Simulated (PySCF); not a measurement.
```yaml
atoms:
  - { symbol: Cl, position_ang: [0.1717, 1.1510, 2.2054] }
  - { symbol: C, position_ang: [0.0061, -0.1922, 1.0274] }
  - { symbol: Ge, position_ang: [1.7007, -0.1713, 0.0129] }
  - { symbol: Ge, position_ang: [-1.6500, 0.2598, 0.0494] }
  - { symbol: Br, position_ang: [-2.1677, -1.4198, -1.3944] }
  - { symbol: H, position_ang: [-0.1123, -1.1078, 1.6069] }
  - { symbol: H, position_ang: [1.7451, -1.2782, -0.9921] }
  - { symbol: H, position_ang: [2.8117, -0.3010, 0.9988] }
  - { symbol: H, position_ang: [1.7962, 1.1459, -0.6806] }
  - { symbol: H, position_ang: [-2.8173, 0.4061, 0.9966] }
  - { symbol: H, position_ang: [-1.4787, 1.5102, -0.7764] }
```

Geometry: GFN2-xTB.

Theory: CAM-B3LYP/def2-SVPD, SCF density, gas phase in PySCF.

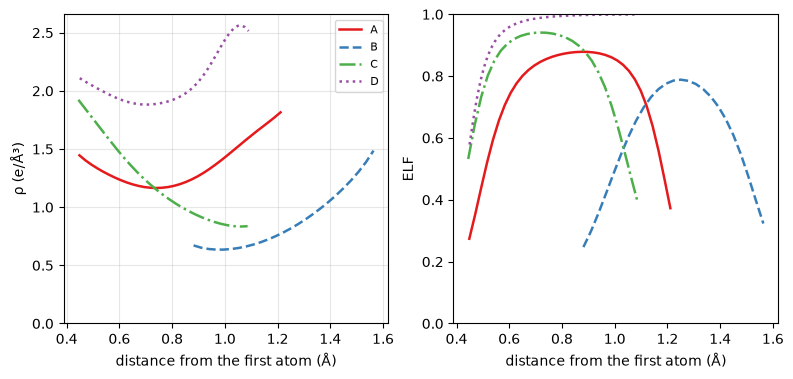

CH6BrClGe2. Total electron density and ELF along straight lines between neighbouring atoms. The curves leave out the atomic cores.

Q: Which curve belongs to which contact (C–Cl, C–Ge, C–H and Ge–Br)? The first atom named is at distance zero.

A: Curve A: C–Cl (1.79 Å): ρ is about 1.3 e/Å³ halfway; the ELF peaks at about 0.90 between the atoms (a shared electron pair). Curve B: Ge–Br (2.27 Å): the density is about 0.7 e/Å³ at the midpoint; the ELF peaks at about 0.80 in the valence shell of Br, 1.0 Å from its nucleus, and is about 0.75 at the midpoint. Curve C: C–Ge (1.98 Å): ρ at the midpoint is about 0.86 e/Å³; the ELF peaks at about 0.95 in the valence shell of C, 0.7 Å from its nucleus, and is about 0.70 at the midpoint. Curve D: C–H (1.09 Å): the density is about 2 e/Å³ at the midpoint; the ELF climbs to about 1 towards the hydrogen, as it does in any bond to H; a covalent bond by its length.
